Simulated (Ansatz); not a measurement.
# C2F4 (tetrafluoroethylene): a chain of runs

We compute a series of 18 runs (HF/STO-3G, UHF/STO-3G, HF/3-21G, UHF/3-21G, HF/6-31G*, UHF/6-31G*, B3LYP/6-31G*, PBE/def2-SVP, and more) of C2F4. 

The results are computed with Ansatz 0.2.0.

## 1. The system as given

C2F4: 6 atoms, total charge 0, spin state singlet. As SMILES, `FC(F)=C(F)F`. The coordinates come from a PBE0-D4/def2-TZVP relaxation. The run starts from this shape.

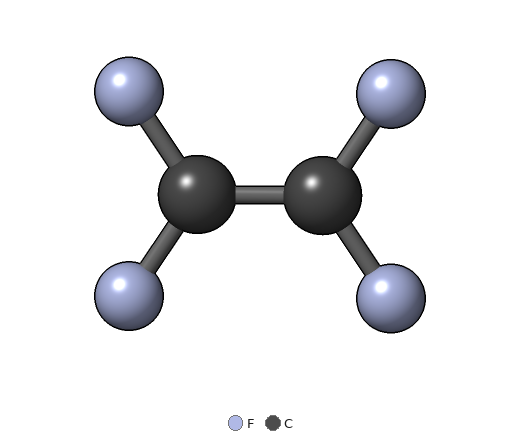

The structure, seen from a chosen angle (fluorine light blue, carbon dark grey).

## 2. A structure relaxation at HF/STO-3G (run 1)

The input, molecule.yaml:

```yaml
crystal:
  periodic: [false, false, false]
  atoms:
    - {symbol: F, position_ang: [1.169200, -1.134500, -0.708000]}
    - {symbol: C, position_ang: [0.202500, -0.640200, 0.025700]}
    - {symbol: F, position_ang: [-0.337500, -1.520600, 0.832300]}
    - {symbol: C, position_ang: [-0.188400, 0.618800, -0.041100]}
    - {symbol: F, position_ang: [0.351500, 1.499300, -0.847600]}
    - {symbol: F, position_ang: [-1.155200, 1.113100, 0.692600]}
basis:
  gaussian: {orbitals: STO-3G}
output: {orbitals: {seedname: orbitals}}
hamiltonian: {xc: hf}
relax: {f_tol: 0.002}
```

Run with:

```console
$ ansatz run molecule.yaml --threads 1 --pin off --max-ram 3480MiB --events-out events.jsonl --progress --plain --runs-dir runs
```

Standard output:

```text
Warning: RAYON_NUM_THREADS=1 ignored (pool sized by the plan → 1); use --threads N
The last accepted step is kept in runs//last_step.txt (removed where the run ends without a failure and the disk answers)
[... 43 lines left out ...]
Total energy: -12705.17937770 eV, -466.9067302505 hartree
[... 6 lines left out ...]
Dipole moment:     0.000003     0.000001    -0.000001 e Å
```

Run time: 2.9 s. Hardware: 1 thread of Arm Neoverse V1, shared host.

The path in brief:

```tsv
step	energy from the first frame kept (eV)	largest force (eV/Å)
1	0.0000	3.0282
2	-0.2497	0.6227
3	-0.2572	0.0681
4	-0.2573	0.0072
5	-0.2573	0.0004
```

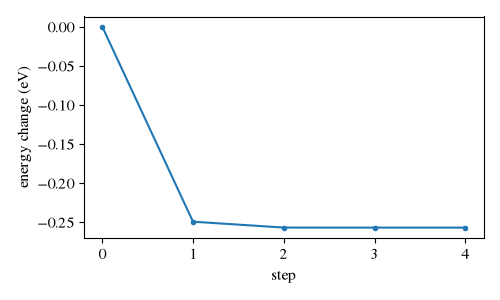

Energy along the run.

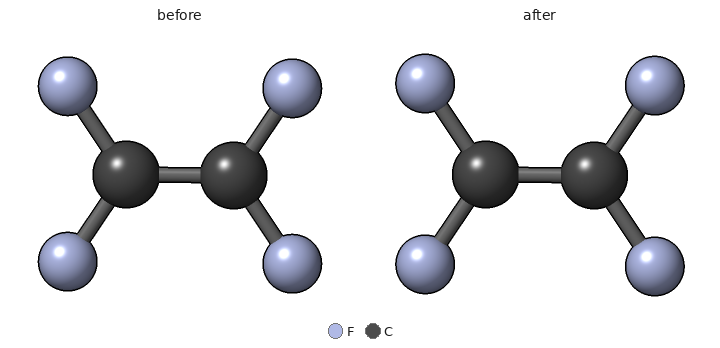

Before and after, at one scale.

After the run. Bond lengths: F1–C2 1.353 Å, C2–F3 1.353 Å, C2–C4 1.332 Å, C4–F5 1.353 Å, C4–F6 1.353 Å. Angles: F1–C2–F3 113.1°, F1–C2–C4 123.4°, F3–C2–C4 123.4°, C2–C4–F5 123.4°, C2–C4–F6 123.4°, F5–C4–F6 113.1°.

## 3. The harmonic vibrations at HF/STO-3G (run 2)

The input, molecule.yaml:

```yaml
crystal:
  periodic: [false, false, false]
  atoms:
    - {symbol: F, position_ang: [1.202333, -1.158079, -0.730823]}
    - {symbol: C, position_ang: [0.204267, -0.645986, 0.026001]}
    - {symbol: F, position_ang: [-0.352144, -1.556436, 0.858254]}
    - {symbol: C, position_ang: [-0.190227, 0.624621, -0.041369]}
    - {symbol: F, position_ang: [0.366170, 1.535079, -0.873620]}
    - {symbol: F, position_ang: [-1.188298, 1.136701, 0.715458]}
basis:
  gaussian:
    orbitals: STO-3G
hamiltonian:
  xc: hf
phonons:
  temperatures:
    t_min: 298.15
    t_max: 298.15
    t_step: 1
```

Run with:

```console
$ ansatz run molecule.yaml --threads 1 --pin off --max-ram 3480MiB --events-out events.jsonl --progress --plain --runs-dir runs
```

Standard output:

```text
Warning: RAYON_NUM_THREADS=1 ignored (pool sized by the plan → 1); use --threads N
[... 201 lines left out ...]
Total energy: -12705.17937864 eV, -466.9067302852 hartree
[... 6 lines left out ...]
Dipole moment:     0.000002     0.000001    -0.000002 e Å
Vibrations: 190.68 213.93 384.97 459.43 537.29 578.42 585.04 866.42 1345.20 1576.56 1659.95 2106.13 cm⁻¹, zero-point energy 0.651166 eV
```

Wall time 15 s (1 thread of Arm Neoverse V1, shared host).

Runs 3 to 11 aren't shown in full; the table further down has their settings and results.

## 4. The doublet cation: a geometry optimisation at UHF/6-31G(d) (Cartesian functions) (run 12)

The input, in.yaml:

```yaml
basis:
  gaussian:
    orbitals: "6-31G*"
crystal:
  periodic: [false, false, false]
  atoms:
    - {symbol: F, position_ang: [1.159513, -1.123543, -0.702664]}
    - {symbol: C, position_ang: [0.199565, -0.630851, 0.025198]}
    - {symbol: F, position_ang: [-0.335498, -1.506666, 0.825627]}
    - {symbol: C, position_ang: [-0.185530, 0.609485, -0.040569]}
    - {symbol: F, position_ang: [0.349528, 1.485308, -0.840991]}
    - {symbol: F, position_ang: [-1.145478, 1.102169, 0.687299]}
total_charge: 1
magnetization:
  spin_polarized: true
  initial_magnetization: 1
hamiltonian:
  xc: hf
relax: {}
```

Run with:

```console
$ ansatz run in.yaml --threads 1 --pin off --max-ram 3480MiB --events-out events.jsonl --progress --plain --runs-dir runs
```

Standard output:

```text
Warning: RAYON_NUM_THREADS=1 ignored (pool sized by the plan → 1); use --threads N
[... 1 set-up line as earlier in the session ...]
[... 43 lines left out ...]
Total energy: -12873.44142936 eV, -473.0902465971 hartree
[... 6 lines left out ...]
Dipole moment:     0.000006     0.000002     0.000006 e Å
```

Run time: 11 s. Hardware: 1 thread of Arm Neoverse V1, shared host; peak memory 0.2 GiB.

The path in brief:

```tsv
step	energy from the first frame kept (eV)	largest force (eV/Å)
1	0.0000	10.8438
2	-0.6644	2.8652
3	-0.7289	0.2643
4	-0.7328	0.0804
5	-0.7334	0.0018
```

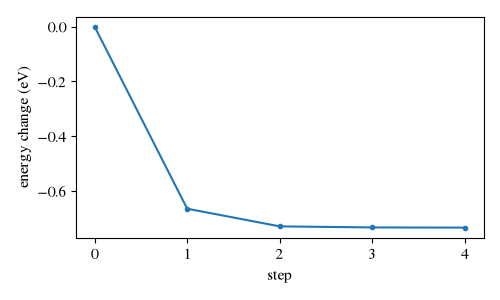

Energy along the run.

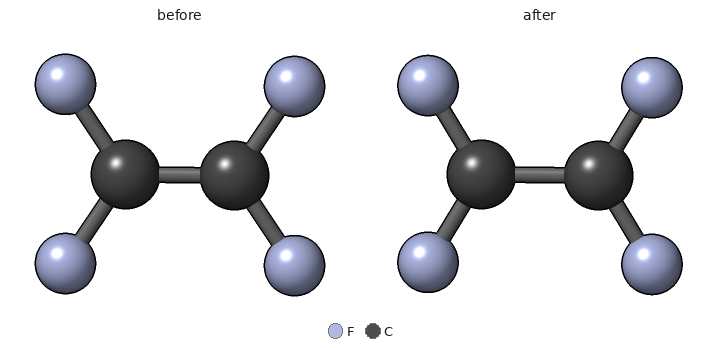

Before and after, at one scale.

After the run. Bond lengths: F1–C2 1.247 Å, C2–F3 1.247 Å, C2–C4 1.399 Å, C4–F5 1.247 Å, C4–F6 1.247 Å. Angles: F1–C2–F3 118.5°, F1–C2–C4 120.8°, F3–C2–C4 120.8°, C2–C4–F5 120.8°, C2–C4–F6 120.8°, F5–C4–F6 118.5°.

Runs 13 to 17 aren't shown in full; the table further down has their settings and results.

## 5. The harmonic vibrations at MP2/6-31G(d) (Cartesian functions) (run 18)

The input, run.yaml:

```yaml
crystal:
  periodic: [false, false, false]
  atoms:
    - {symbol: F, position_ang: [1.184578, -1.137344, -0.721345]}
    - {symbol: C, position_ang: [0.203641, -0.643980, 0.025895]}
    - {symbol: F, position_ang: [-0.348930, -1.530336, 0.846294]}
    - {symbol: C, position_ang: [-0.189605, 0.622614, -0.041263]}
    - {symbol: F, position_ang: [0.362957, 1.508973, -0.861663]}
    - {symbol: F, position_ang: [-1.170542, 1.115972, 0.705983]}
basis:
  gaussian: {orbitals: "6-31G*"}
correlation: {method: mp2}
phonons: {temperatures: {t_min: 298.15, t_max: 298.15, t_step: 1}}
```

Run with:

```console
$ ansatz run run.yaml --threads 1 --pin off --max-ram 3480MiB --events-out events.jsonl --progress --plain --runs-dir runs
```

Standard output:

```text
Warning: RAYON_NUM_THREADS=1 ignored (pool sized by the plan → 1); use --threads N
[... 26 lines left out ...]
6 core orbitals not correlated: weight in the atoms' cores, before any rotation towards them, 1.000 or more for the frozen orbitals, at most 0.000 for the correlated occupied ones
[... 86 lines left out ...]
6 core orbitals not correlated: weight in the atoms' cores, before any rotation towards them, 1.000 or more for the frozen orbitals, at most 0.000 for the correlated occupied ones
[... 86 lines left out ...]
6 core orbitals not correlated: weight in the atoms' cores, before any rotation towards them, 1.000 or more for the frozen orbitals, at most 0.000 for the correlated occupied ones
[... 83 lines left out ...]
Dipole moment:     0.000002     0.000001    -0.000002 e Å
[... 1 line left out ...]
Checks for a lower state left out: cluster_reference
```

It took 2 min on 1 thread of Arm Neoverse V1, shared host; peak memory 0.18 GiB.

## 6. Overview of the runs

```tsv
run	level	task	walk f tol	partner	energy (Eh)	dipole moment (D)	wall time
1	HF/STO-3G	optimise	0.002	base	-466.906730	0.00	2.9 s
2	HF/STO-3G	frequencies	–	base	-466.906730	0.00	15 s
3	UHF/STO-3G	energy	–	cation	-466.636944	–	0.28 s
4	UHF/STO-3G	optimise	–	cation	-466.660683	–	4.5 s
5	HF/3-21G	optimise	0.002	base	-470.855342	0.00	3.3 s
6	HF/3-21G	frequencies	–	base	-470.855345	0.00	16 s
7	UHF/3-21G	energy	–	cation	-470.468757	–	0.52 s
8	UHF/3-21G	optimise	–	cation	-470.490085	–	5.7 s
9	HF/6-31G* (Cartesian functions)	optimise	0.002	base	-473.415669	0.00	8.7 s
10	HF/6-31G* (Cartesian functions)	frequencies	–	base	-473.415669	0.00	44 s
11	UHF/6-31G* (Cartesian functions)	energy	–	cation	-473.063289	–	1.4 s
12	UHF/6-31G* (Cartesian functions)	optimise	–	cation	-473.090247	–	11 s
13	B3LYP/6-31G* (Cartesian functions)	optimise	0.002	base	-475.499616	0.00	19 s
14	B3LYP/6-31G* (Cartesian functions)	frequencies	–	base	-475.499616	0.00	83 s
15	PBE/def2-SVP	optimise	0.002	base	-474.700911	0.00	11 s
16	PBE/def2-SVP	frequencies	–	base	-474.700911	0.00	51 s
17	MP2/6-31G* (Cartesian functions)	optimise	0.002	base	-474.340866	0.00	20 s
18	MP2/6-31G* (Cartesian functions)	frequencies	–	base	-474.340866	0.00	2 min
```

## 7. Summary of results

| quantity | value |
| --- | --- |
| run 18, MP2/6-31G*: total energy | -474.34087 Eh |
| run 18, MP2/6-31G*: dipole moment (correlated density) | 0.00 D |
| run 18, MP2/6-31G*: correlation energy (6 core orbitals frozen) | -929.7 mEh |
| run 18, MP2/6-31G*: largest force on an atom | 0.000 eV/Å |
| run 18, MP2/6-31G*: lowest harmonic wavenumber | 199 cm⁻¹ |
| run 18, MP2/6-31G*: highest harmonic wavenumber | 1944 cm⁻¹ |
| run 18, MP2/6-31G*: zero-point energy | 56.7 kJ/mol |
| vertical ionisation energy (to the doublet cation), HF/STO-3G | 7.341 eV |
| vertical ionisation energy (to the doublet cation), HF/3-21G | 10.520 eV |
| vertical ionisation energy (to the doublet cation), HF/6-31G* | 9.589 eV |
| adiabatic ionisation energy (to the doublet cation, no zero-point term), HF/STO-3G | 6.695 eV |
| adiabatic ionisation energy (to the doublet cation, no zero-point term), HF/3-21G | 9.939 eV |
| adiabatic ionisation energy (to the doublet cation, no zero-point term), HF/6-31G* | 8.855 eV |

At HF/STO-3G: removing an electron at fixed nuclei costs 7.34 eV (169 kcal/mol). In a minimal basis such a difference can be off by several eV, whatever the method. At HF/3-21G: removing an electron at fixed nuclei costs 10.52 eV (1015 kJ/mol). At HF/6-31G*: the vertical ionisation energy comes to 9.59 eV (925 kJ/mol). At HF/STO-3G: the adiabatic ionisation energy (to the doublet cation, no zero-point term) is 6.70 eV (154 kcal/mol). At HF/3-21G: the adiabatic ionisation energy (to the doublet cation, no zero-point term) is 9.94 eV (959 kJ/mol). Totals of different functionals can't be ranked against each other. In runs 1, 2, 3, 4 the basis is minimal, so the values are rough. All runs together took 6.9 min, the longest 2 min.
